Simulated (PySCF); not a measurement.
# BFH₄N₂: electronic excitations at several levels of theory, part 2 of 2

PySCF 2.14.0. Atoms count from 0.

### Step 7. Ultraviolet spectrum: PBE0/aug-cc-pVDZ

Job settings and geometry (Å):

```
{"job": {"kind": "uv", "xc": "PBE0", "basis": "aug-cc-pVDZ"}, "charge": 0, "multiplicity": 1}
N      1.118785    -0.313563    -0.532171
B      0.017438     0.436154    -0.063927
N     -1.114847    -0.113961     0.575978
F      0.050809     1.774455    -0.240572
H      1.899256     0.136005    -0.987492
H      1.200753    -1.315424    -0.455892
H     -1.245790    -1.096709     0.758706
H     -1.873809     0.473057     0.889060
```

Method: TDDFT PBE0/aug-cc-pVDZ, vertical, gas phase, core orbitals frozen in the response.

Log:

```text
coarse grid: 6776 points
cycle   1  E = -236.4573997474  dE =  3.883e-01  |g| = 5.985e-01  |ddm| = 5.805e+00
cycle   2  E = -236.4178655313  dE =  3.953e-02  |g| = 7.746e-01  |ddm| = 1.736e+00
cycle   3  E = -236.5295151701  dE = -1.116e-01  |g| = 4.008e-02  |ddm| = 9.354e-01
cycle   4  E = -236.5296946062  dE = -1.794e-04  |g| = 2.329e-02  |ddm| = 7.646e-02
cycle   5  E = -236.5297946971  dE = -1.001e-04  |g| = 4.825e-03  |ddm| = 3.234e-02
cycle   6  E = -236.5297992366  dE = -4.539e-06  |g| = 1.086e-03  |ddm| = 7.716e-03
final grid: 66288 points
cycle   7  E = -236.5330305419  dE = -1.972e-05  |g| = 7.690e-03  |ddm| = 7.383e-02
cycle   8  E = -236.5330221613  dE =  8.381e-06  |g| = 1.003e-02  |ddm| = 2.278e-02
cycle   9  E = -236.5330431362  dE = -2.097e-05  |g| = 4.389e-04  |ddm| = 1.298e-02
cycle  10  E = -236.5330431628  dE = -2.659e-08  |g| = 1.861e-04  |ddm| = 6.971e-04
cycle  11  E = -236.5330431684  dE = -5.583e-09  |g| = 2.174e-05  |ddm| = 2.217e-04
cycle  12  E = -236.5330431685  dE = -1.082e-10  |g| = 4.930e-06  |ddm| = 4.816e-05
converged SCF energy = -236.5330431685

Static polarisability (au): isotropic 33.660, principal 28.442 32.945 39.594

Singlet excitations
state   eV       nm        f      main configurations
  1   5.7060    217.3   0.00000   H->L 0.98
  2   6.4687    191.7   0.05209   H->L+1 0.93
  3   6.8675    180.5   0.00000   H->L+2 0.96
  4   7.2594    170.8   0.02224   H->L+3 0.98
  5   7.3194    169.4   0.02960   H-1->L 0.90
  6   7.5127    165.0   0.00245   H->L+4 0.91
  7   7.5999    163.1   0.00000   H->L+5 0.87
  8   8.0513    154.0   0.00000   H->L+6 0.93
  9   8.0975    153.1   0.00000   H-1->L+1 0.93
 10   8.4152    147.3   0.00000   H-1->L+2 0.91

Triplet excitations (Tamm-Dancoff, eV): 5.5122 6.2577 6.7946 7.0884
```

It took 6.2 s on 1 thread of Arm Neoverse V2, shared host; peak memory 0.55 GiB.

Key values: HOMO -7.18 eV, LUMO -0.28 eV; lowest singlet 5.71 eV.

### Step 8. Ultraviolet spectrum: PBE0/aug-cc-pVTZ

The job, as its differences from that of step 7:

```diff
@@ -1,2 +1,2 @@
-{"job": {"kind": "uv", "xc": "PBE0", "basis": "aug-cc-pVDZ"}, "charge": 0, "multiplicity": 1}
+{"job": {"kind": "uv", "xc": "PBE0", "basis": "aug-cc-pVTZ"}, "charge": 0, "multiplicity": 1}
 N      1.118785    -0.313563    -0.532171
```

With the program's defaults for keys left out, this is: TDDFT PBE0/aug-cc-pVTZ, vertical, gas phase, core orbitals frozen in the response.

Log:

```text
coarse grid: 6776 points
cycle   1  E = -236.5246760659  dE =  3.697e-01  |g| = 6.377e-01  |ddm| = 5.563e+00
cycle   2  E = -236.4787059326  dE =  4.597e-02  |g| = 8.570e-01  |ddm| = 1.712e+00
cycle   3  E = -236.6014572992  dE = -1.228e-01  |g| = 4.549e-02  |ddm| = 9.101e-01
cycle   4  E = -236.6016451089  dE = -1.878e-04  |g| = 3.126e-02  |ddm| = 8.326e-02
cycle   5  E = -236.6018058157  dE = -1.607e-04  |g| = 5.239e-03  |ddm| = 3.683e-02
cycle   6  E = -236.6018108321  dE = -5.016e-06  |g| = 1.253e-03  |ddm| = 7.460e-03
final grid: 66288 points
cycle   7  E = -236.5976847820  dE = -7.557e-05  |g| = 8.262e-03  |ddm| = 1.850e-01
cycle   8  E = -236.5976765572  dE =  8.225e-06  |g| = 1.048e-02  |ddm| = 2.320e-02
cycle   9  E = -236.5976972536  dE = -2.070e-05  |g| = 3.894e-04  |ddm| = 1.276e-02
cycle  10  E = -236.5976972617  dE = -8.025e-09  |g| = 3.530e-04  |ddm| = 7.231e-04
cycle  11  E = -236.5976972789  dE = -1.727e-08  |g| = 2.116e-05  |ddm| = 3.449e-04
cycle  12  E = -236.5976972790  dE = -7.481e-11  |g| = 4.380e-06  |ddm| = 2.869e-05
converged SCF energy = -236.5976972790

Static polarisability (au): isotropic 33.915, principal 28.641 33.295 39.808

Singlet excitations
state   eV       nm        f      main configurations
  1   5.7415    215.9   0.00000   H->L 0.97
  2   6.4859    191.2   0.04715   H->L+1 0.93
  3   6.8586    180.8   0.00000   H->L+2 0.95
  4   7.2018    172.2   0.02052   H->L+3 0.97
  5   7.3305    169.1   0.03058   H-1->L 0.88
  6   7.4840    165.7   0.00266   H->L+4 0.90
  7   7.5383    164.5   0.00000   H->L+5 0.87
  8   7.9409    156.1   0.00000   H->L+6 0.92
  9   8.0847    153.4   0.00000   H-1->L+1 0.90
 10   8.3758    148.0   0.00006   H-1->L+2 0.88

Triplet excitations (Tamm-Dancoff, eV): 5.5529 6.2875 6.7928 7.0684
```

It took 18 s on 1 thread of Arm Neoverse V2, shared host; peak memory 0.86 GiB.

This run: HOMO -7.22 eV, LUMO -0.30 eV; lowest singlet 5.74 eV.

### Step 9. Ultraviolet spectrum: PBE0/def2-TZVPD

The job, as its differences from that of step 8:

```diff
@@ -1,2 +1,2 @@
-{"job": {"kind": "uv", "xc": "PBE0", "basis": "aug-cc-pVTZ"}, "charge": 0, "multiplicity": 1}
+{"job": {"kind": "uv", "xc": "PBE0", "basis": "def2-TZVPD"}, "charge": 0, "multiplicity": 1}
 N      1.118785    -0.313563    -0.532171
```

Method: TDDFT PBE0/def2-TZVPD, vertical, gas phase, core orbitals frozen in the response.

Log:

```text
coarse grid: 6776 points
cycle   1  E = -236.5329708953  dE =  3.738e-01  |g| = 6.446e-01  |ddm| = 1.988e+00
cycle   2  E = -236.4856000442  dE =  4.737e-02  |g| = 8.627e-01  |ddm| = 7.427e-01
cycle   3  E = -236.6111112176  dE = -1.255e-01  |g| = 4.744e-02  |ddm| = 3.784e-01
cycle   4  E = -236.6113186605  dE = -2.074e-04  |g| = 3.184e-02  |ddm| = 3.896e-02
cycle   5  E = -236.6114891907  dE = -1.705e-04  |g| = 5.187e-03  |ddm| = 1.484e-02
cycle   6  E = -236.6114942291  dE = -5.038e-06  |g| = 1.207e-03  |ddm| = 3.422e-03
final grid: 66288 points
cycle   7  E = -236.6030722010  dE = -6.773e-05  |g| = 8.355e-03  |ddm| = 8.859e-02
cycle   8  E = -236.6030642071  dE =  7.994e-06  |g| = 1.055e-02  |ddm| = 8.993e-03
cycle   9  E = -236.6030848165  dE = -2.061e-05  |g| = 2.609e-04  |ddm| = 4.621e-03
cycle  10  E = -236.6030848194  dE = -2.825e-09  |g| = 2.621e-04  |ddm| = 3.140e-04
cycle  11  E = -236.6030848294  dE = -1.007e-08  |g| = 2.483e-05  |ddm| = 1.106e-04
cycle  12  E = -236.6030848295  dE = -9.447e-11  |g| = 5.463e-06  |ddm| = 2.718e-05
converged SCF energy = -236.6030848295

Static polarisability (au): isotropic 33.572, principal 28.202 32.998 39.517

Singlet excitations
state   eV       nm        f      main configurations
  1   5.8871    210.6   0.00000   H->L 0.98
  2   6.9438    178.6   0.07181   H->L+1 0.83, H-1->L 0.15
  3   7.4000    167.5   0.00000   H->L+2 0.94
  4   7.5379    164.5   0.01899   H-1->L 0.83, H->L+1 0.15
  5   8.0531    154.0   0.00000   H->L+3 0.86, H-1->L+1 0.09
  6   8.3389    148.7   0.00002   H->L+4 0.82, H-1->L+2 0.14
  7   8.5232    145.5   0.18250   H->L+6 0.78, H->L+5 0.19
  8   8.6315    143.6   0.00001   H-1->L+1 0.88, H->L+3 0.08
  9   8.8018    140.9   0.00000   H->L+7 0.92
 10   9.0175    137.5   0.00104   H-1->L+2 0.84, H->L+4 0.15

Triplet excitations (Tamm-Dancoff, eV): 5.6707 6.6138 7.2897 7.4693
```

Run time: 9.6 s. Hardware: 1 thread of Arm Neoverse V2, shared host; peak memory 0.72 GiB.

In short: HOMO -7.21 eV, LUMO -0.07 eV; lowest singlet 5.89 eV.

### Step 10. Excited states and response: PBE0/6-31+G*

The job, as its differences from that of step 9:

```diff
@@ -1,2 +1,2 @@
-{"job": {"kind": "uv", "xc": "PBE0", "basis": "def2-TZVPD"}, "charge": 0, "multiplicity": 1}
+{"job": {"kind": "uv", "xc": "PBE0", "basis": "6-31+G*"}, "charge": 0, "multiplicity": 1}
 N      1.118785    -0.313563    -0.532171
```

With the program's defaults for keys left out, this is: TDDFT PBE0/6-31+G*, vertical, gas phase, core orbitals frozen in the response.

Log:

```text
coarse grid: 6776 points
cycle   1  E = -236.4505016120  dE =  3.890e-01  |g| = 5.904e-01  |ddm| = 2.443e+00
cycle   2  E = -236.4152324164  dE =  3.527e-02  |g| = 7.538e-01  |ddm| = 9.753e-01
cycle   3  E = -236.5217304823  dE = -1.065e-01  |g| = 4.093e-02  |ddm| = 5.056e-01
cycle   4  E = -236.5219319764  dE = -2.015e-04  |g| = 2.269e-02  |ddm| = 3.934e-02
cycle   5  E = -236.5220275604  dE = -9.558e-05  |g| = 5.329e-03  |ddm| = 1.792e-02
cycle   6  E = -236.5220331258  dE = -5.565e-06  |g| = 9.971e-04  |ddm| = 4.348e-03
final grid: 66288 points
cycle   7  E = -236.5002974427  dE = -1.556e-05  |g| = 7.776e-03  |ddm| = 1.776e-02
cycle   8  E = -236.5002882585  dE =  9.184e-06  |g| = 1.028e-02  |ddm| = 1.184e-02
cycle   9  E = -236.5003107075  dE = -2.245e-05  |g| = 4.977e-04  |ddm| = 6.534e-03
cycle  10  E = -236.5003107439  dE = -3.644e-08  |g| = 1.515e-04  |ddm| = 3.509e-04
cycle  11  E = -236.5003107477  dE = -3.756e-09  |g| = 2.030e-05  |ddm| = 1.034e-04
cycle  12  E = -236.5003107478  dE = -1.012e-10  |g| = 4.137e-06  |ddm| = 2.453e-05
converged SCF energy = -236.5003107478

Static polarisability (au): isotropic 29.124, principal 24.812 27.963 34.599

Singlet excitations
state   eV       nm        f      main configurations
  1   5.8099    213.4   0.00000   H->L 0.98
  2   6.6222    187.2   0.06153   H->L+1 0.93
  3   7.2611    170.8   0.00000   H->L+2 0.97
  4   7.4364    166.7   0.04390   H-1->L 0.93
  5   7.5904    163.3   0.01092   H->L+3 0.97
  6   8.1264    152.6   0.00000   H-1->L+1 0.73, H->L+4 0.25
  7   8.4373    146.9   0.00002   H->L+5 0.69, H-1->L+2 0.27
  8   8.5136    145.6   0.00000   H->L+4 0.71, H-1->L+1 0.25
  9   8.8632    139.9   0.00003   H-1->L+2 0.71, H->L+5 0.28
 10   8.9940    137.9   0.31636   H->L+6 0.93

Triplet excitations (Tamm-Dancoff, eV): 5.5987 6.3751 7.1929 7.2520
```

Wall time 3.4 s (1 thread of Arm Neoverse V2, shared host); peak memory 0.45 GiB.

In short: HOMO -7.14 eV, LUMO -0.06 eV; lowest singlet 5.81 eV.

### Step 11. Side by side: electronic excitations

Excitations and ground-state properties, with basis size and wall time:

```
              run  lowest singlet (eV)  brightest (eV)      f  gap (eV)  α (Å³)  μ (D)  functions   time
wB97X-D/def2-SVPD                 6.52            9.00  0.327     10.98    4.82   2.37        115   11 s
LC-wPBE/def2-SVPD                 6.90            9.13  0.337     11.93    4.73   2.38        115   14 s
      PBE0/6-31G*                 7.60            9.45  0.318      9.19    3.44   2.27         64  2.9 s
    PBE0/def2-SVP                 7.00            9.46  0.305      8.54    3.56   2.42         76  3.3 s
   PBE0/def2-TZVP                 6.46            9.15  0.236      7.91    4.38   2.34        148  7.6 s
 PBE0/aug-cc-pVDZ                 5.71            6.47  0.052      6.90    4.99   2.29        128  6.2 s
 PBE0/aug-cc-pVTZ                 5.74            6.49  0.047      6.92    5.03   2.30        276   18 s
  PBE0/def2-TZVPD                 5.89            8.52  0.182      7.14    4.97   2.30        187  9.6 s
     PBE0/6-31+G*                 5.81            8.99  0.316      7.08    4.32   2.43         80  3.4 s
```

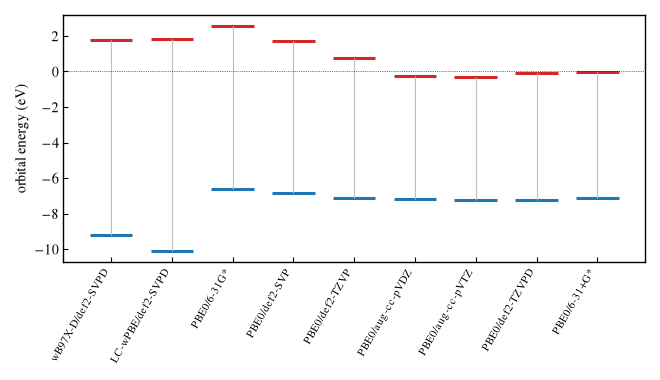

HOMO (blue) and LUMO (red) run by run.

### Step 12. Outcome

This closing draws on all 2 parts.

| quantity | value |
| --- | --- |
| lowest singlet (wB97X-D/def2-SVPD) | 6.52 eV (190 nm), f = 0.000 |
| brightest single state of those computed | state 6, 9.00 eV, f = 0.327 |
| lowest triplet | 6.36 eV |
| vertical ionisation energy (ΔSCF) | 9.74 eV |
| range of the lowest singlet | 5.71 to 7.60 eV |

**Reading.** Single values in the summary come from the first run of each kind that ended normally (wB97X-D/def2-SVPD), which need not be the best level. The lowest singlet, at 6.52 eV, is HOMO→LUMO 0.93 and is dark; of the 10 states computed, the strongest absorption comes from state 6 at 9.00 eV. The lowest triplet lies 0.17 eV below the lowest singlet (triplets in Tamm-Dancoff, singlets in full TDDFT). At wB97X-D/def2-SVPD, the highest states lie near or above the ionisation energy, where they hang on the basis. The orbital energy would give 9.18 eV for ionisation, ΔSCF gives 9.74 eV. The lowest singlet runs from 5.71 eV (PBE0/aug-cc-pVDZ) to 7.60 eV (PBE0/6-31G*), while the orbital gap spans 6.90 to 11.93 eV. The lowest state need not be the same one in every run. The runs solved for a few states only, so the brightest column depends on that window.
